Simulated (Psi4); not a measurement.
# C2H8N2 (1,1-dimethylhydrazine): M06-2X/def2-TZVP (density fitting, sweep point 6)

Aim: the vertical electron affinity of C2H8N2 (1,1-dimethylhydrazine) at M06-2X/def2-TZVP (density fitting, sweep point 6), from 2 runs. 

The results are computed with Psi4 1.11.

4 further runs of the same task are left out: 4 set aside as unsound or not needed.

**1. The molecule**

C2H8N2: 12 atoms, total charge 0, spin state singlet. As SMILES, `CN(C)N`. The coordinates come from a PBE0-D4/def2-TZVP relaxation. This is a higher conformer, about 14 kJ/mol above the lowest found by a separate search.

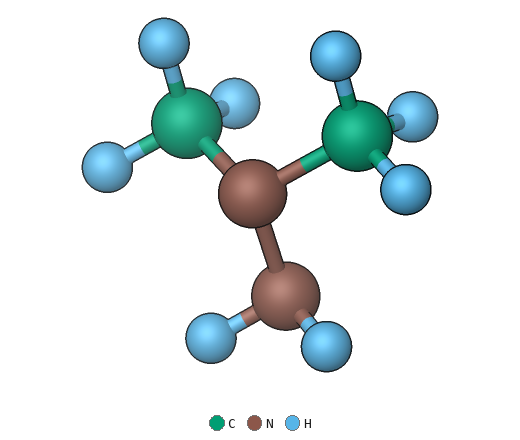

Viewed from a chosen angle; carbon teal, nitrogen brown, hydrogen blue.

**2. A single-point energy at M06-2X/def2-TZVP (density fitting, sweep point 6)**

job.inp

```
memory 1600 mb

molecule {
  0 1
  C     -0.549700     1.026070    -0.590450
  N      0.254390    -0.153100    -0.366640
  C      0.946400    -0.058140     0.898070
  N     -0.661470    -1.274130    -0.262710
  H     -1.058670     0.950230    -1.555230
  H     -1.310520     1.170400     0.194300
  H      0.103620     1.899360    -0.624140
  H      1.610560     0.807290     0.874430
  H      1.561150    -0.949160     1.052020
  H      0.253000     0.037910     1.749780
  H     -1.081640    -1.360410    -1.185440
  H     -0.067120    -2.096310    -0.183980
  symmetry c1
}

set {
  reference rks
  puream true
  scf_type df
  dft_radial_points 99
  dft_spherical_points 590
  d_convergence 1e-08
  e_convergence 1e-08
}

e, wfn = energy('m06-2x/def2-TZVP', return_wfn=True)
```

On the command line:

```console
psi4 job.inp job.out -n 1
```

job.out, shortened:

```text
[...]
  Running in c1 symmetry.
[...]
  Nuclear repulsion =  139.605878147115021
[...]
  Multiplicity = 1
[...]
  Nalpha       = 17
  Nbeta        = 17
[...]
    Number of basis functions: 172
[...]
   @DF-RKS iter   1:  -190.16099765976747   -1.29702e-01   4.57373e-03 DIIS/ADIIS
[...]
   @DF-RKS iter  11:  -190.46035833943330   -1.58877e-11   3.43310e-09 DIIS
[...]
    Orbital Energies [Eh]
    ---------------------
    Doubly Occupied:
       1A    -14.761501     2A    -14.754079     3A    -10.549030
       4A    -10.548967     5A     -1.084261     6A     -0.901009
       7A     -0.800672     8A     -0.689395     9A     -0.572489
      10A     -0.558624    11A     -0.529644    12A     -0.473589
      13A     -0.447245    14A     -0.437089    15A     -0.424548
      16A     -0.388962    17A     -0.260140
[...]
  @DF-RKS Final Energy:  -190.46035833943330
   => Energetics <=
    Nuclear Repulsion Energy =            139.6058781471150212
    One-Electron Energy =                -532.8012007632187306
    Two-Electron Energy =                 216.0598474496827066
    DFT Exchange-Correlation Energy =     -13.3248831730123225
    Empirical Dispersion Energy =           0.0000000000000000
    VV10 Nonlocal Energy =                  0.0000000000000000
    Total Energy =                       -190.4603583394332986
[...]
 Multipole Moments:
 ------------------------------------------------------------------------------------
     Multipole            Electronic (a.u.)      Nuclear  (a.u.)        Total (a.u.)
 ------------------------------------------------------------------------------------
 L = 1.  Multiply by 2.5417464519 to convert [e a0] to [Debye]
 Dipole X            :          0.0175542            0.1268754            0.1444297
 Dipole Y            :         -1.4512972            1.4212493           -0.0300479
 Dipole Z            :         -1.0725074            0.9019218           -0.1705856
 Magnitude           :                                                    0.2255266
[...]
```

Run time: 2.1 min. Hardware: 1 thread of Intel Xeon at 2.70GHz, shared host; peak memory 1.3 GiB.

**3. The doublet anion at the same level**

input.in

```
memory 1.6 GB

molecule {
  -1 2
  C     -0.549700     1.026070    -0.590450
  N      0.254390    -0.153100    -0.366640
  C      0.946400    -0.058140     0.898070
  N     -0.661470    -1.274130    -0.262710
  H     -1.058670     0.950230    -1.555230
  H     -1.310520     1.170400     0.194300
  H      0.103620     1.899360    -0.624140
  H      1.610560     0.807290     0.874430
  H      1.561150    -0.949160     1.052020
  H      0.253000     0.037910     1.749780
  H     -1.081640    -1.360410    -1.185440
  H     -0.067120    -2.096310    -0.183980
  symmetry c1
}

set globals {
  basis def2-TZVP
  reference uks
  puream true
  scf_type df
  dft_radial_points 99
  dft_spherical_points 590
  d_convergence 1e-08
  e_convergence 1e-08
  maxiter 100
}

result, w = energy("m06-2x", return_wfn=True)
```

On the command line:

```console
psi4 input.in input.out -n 1
```

input.out, shortened:

```text
[...]
  Running in c1 symmetry.
[...]
  Nuclear repulsion =  139.605878147115021
[...]
  Multiplicity = 2
[...]
  Nalpha       = 18
  Nbeta        = 17
[...]
    Number of basis functions: 172
[...]
   @DF-UKS iter   1:  -189.73672912249870    2.94567e-01   6.01887e-03 DIIS/ADIIS
[...]
   @DF-UKS iter  17:  -190.36948688098110   -7.19069e-12   3.56115e-09 DIIS
[...]
   @S^2 Observed:                7.509012086E-01
[...]
    Orbital Energies [Eh]
    ---------------------
    Alpha Occupied:
       1A    -14.587724     2A    -14.557186     3A    -10.377601
       4A    -10.377556     5A     -0.903357     6A     -0.718494
       7A     -0.630742     8A     -0.516718     9A     -0.387598
      10A     -0.383234    11A     -0.356729    12A     -0.297621
      13A     -0.274139    14A     -0.262622    15A     -0.253307
      16A     -0.207531    17A     -0.081877    18A      0.120399
    Alpha Virtual:
      19A      0.230772    20A      0.240172    21A      0.270597
      22A      0.279393    23A      0.291043    24A      0.301237
      25A      0.334018    26A      0.347127    27A      0.369921
[...]
  @DF-UKS Final Energy:  -190.36948688098110
   => Energetics <=
    Nuclear Repulsion Energy =            139.6058781471150212
    One-Electron Energy =                -538.7181378808132877
    Two-Electron Energy =                 222.1530867579823223
    DFT Exchange-Correlation Energy =     -13.4103139052651947
    Empirical Dispersion Energy =           0.0000000000000000
    VV10 Nonlocal Energy =                  0.0000000000000000
    Total Energy =                       -190.3694868809810998
[...]
 Multipole Moments:
 ------------------------------------------------------------------------------------
     Multipole            Electronic (a.u.)      Nuclear  (a.u.)        Total (a.u.)
 ------------------------------------------------------------------------------------
 L = 1.  Multiply by 2.5417464519 to convert [e a0] to [Debye]
 Dipole X            :          0.2563707            0.1268754            0.3832461
 Dipole Y            :         -0.4213633            1.4212493            0.9998860
 Dipole Z            :         -0.5540830            0.9019218            0.3478388
 Magnitude           :                                                    1.1258959
[...]
```

Run time: 5.3 min. Hardware: 1 thread of Intel Xeon at 2.70GHz, shared host; peak memory 1.4 GiB.

**4. What came out**

Level: M06-2X/def2-TZVP (density fitting, sweep point 6).

| quantity | value |
| --- | --- |
| singlet C2H8N2: total energy | -190.46036 Eh |
| singlet C2H8N2: dipole moment | 0.57 D |
| singlet C2H8N2: HOMO energy | -7.08 eV |
| singlet C2H8N2: LUMO energy | 1.65 eV |
| singlet C2H8N2: HOMO–LUMO gap | 8.73 eV |
| doublet anion: total energy | -190.36949 Eh |
| doublet anion: HOMO energy (highest over α and β) | 3.28 eV |
| doublet anion: LUMO energy (lowest over α and β) | 4.50 eV |
| doublet anion: ⟨S²⟩ | 0.751 |
| vertical electron affinity (to the doublet anion) | -2.473 eV |

**Reading.** The anion lies 2.47 eV (239 kJ/mol) above the neutral: the electron isn't bound at this level, and such a value depends on the basis. Without diffuse functions anions come out too high. The HOMO (doublet anion) lies at positive energy, 3.28 eV; only total energies tell whether the electron is bound.
